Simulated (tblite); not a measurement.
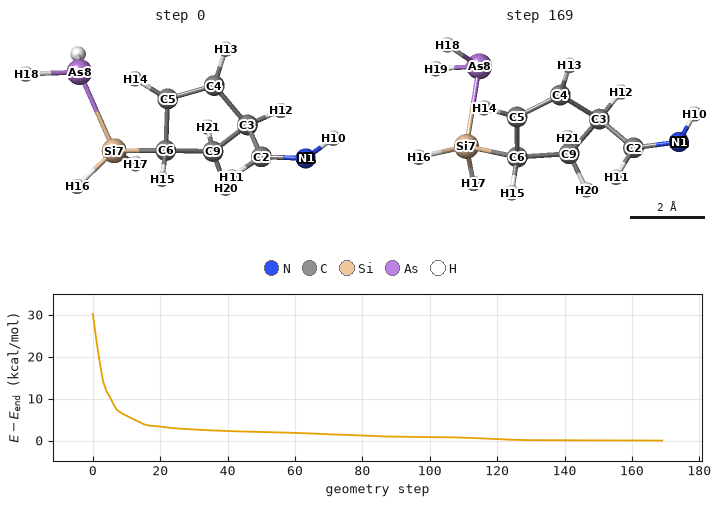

First and last geometry of a relaxation of C$_{6}$H$_{12}$AsNSi, with the history of the run. Style: ball-and-stick. Shown at a tilt.

These are results of tblite 0.8.0, GFN2-xTB geometry optimisation, gas phase, not measurements. 

> What do the curves and the structures tell?

It converged. After 169 geometry steps the energy has fallen by 30.2 kcal/mol. The atom that moves furthest after the best rigid fit is H18 (1.87 Å). Largest moves by element: H 1.87 Å, As 1.38 Å, N 0.73 Å, C 0.70 Å, Si 0.26 Å. Among the contacts that change: As8–H18 1.551 → 1.497 Å, C3–C9 1.499 → 1.545 Å, C6–Si7 1.882 → 1.918 Å, C4–H13 1.107 → 1.077 Å. Among the angles between lasting bonds that change: H18–As8–H19 108.2° → 89.6°, Si7–As8–H18 110.4° → 92.5°, Si7–As8–H19 107.5° → 92.5°. Groups turn about C6–Si7 by about 45°, Si7–As8 by about 40°, C3–C9 by about 30°. The run took 2.9 s on 1 thread of Arm Neoverse N1, on a shared host.

```json
{"step": "0", "E − E(0), kcal/mol": "0.00"}
{"step": "1", "E − E(0), kcal/mol": "-6.07"}
{"step": "2", "E − E(0), kcal/mol": "-11.29"}
{"step": "3", "E − E(0), kcal/mol": "-15.98"}
{"step": "4", "E − E(0), kcal/mol": "-18.36"}
{"step": "5", "E − E(0), kcal/mol": "-19.69"}
{"step": "6", "E − E(0), kcal/mol": "-21.34"}
{"step": "7", "E − E(0), kcal/mol": "-22.74"}
{"step": "8", "E − E(0), kcal/mol": "-23.33"}
{"step": "9", "E − E(0), kcal/mol": "-23.87"}
{"step": "10", "E − E(0), kcal/mol": "-24.25"}
{"step": "18", "E − E(0), kcal/mol": "-26.69"}
{"step": "27", "E − E(0), kcal/mol": "-27.40"}
{"step": "35", "E − E(0), kcal/mol": "-27.75"}
{"step": "43", "E − E(0), kcal/mol": "-27.98"}
{"step": "52", "E − E(0), kcal/mol": "-28.17"}
{"step": "60", "E − E(0), kcal/mol": "-28.36"}
{"step": "69", "E − E(0), kcal/mol": "-28.65"}
{"step": "77", "E − E(0), kcal/mol": "-28.88"}
{"step": "85", "E − E(0), kcal/mol": "-29.16"}
{"step": "94", "E − E(0), kcal/mol": "-29.28"}
{"step": "102", "E − E(0), kcal/mol": "-29.35"}
{"step": "110", "E − E(0), kcal/mol": "-29.47"}
{"step": "119", "E − E(0), kcal/mol": "-29.79"}
{"step": "127", "E − E(0), kcal/mol": "-30.05"}
{"step": "136", "E − E(0), kcal/mol": "-30.10"}
{"step": "144", "E − E(0), kcal/mol": "-30.12"}
{"step": "152", "E − E(0), kcal/mol": "-30.13"}
{"step": "161", "E − E(0), kcal/mol": "-30.17"}
{"step": "169", "E − E(0), kcal/mol": "-30.18"}
```
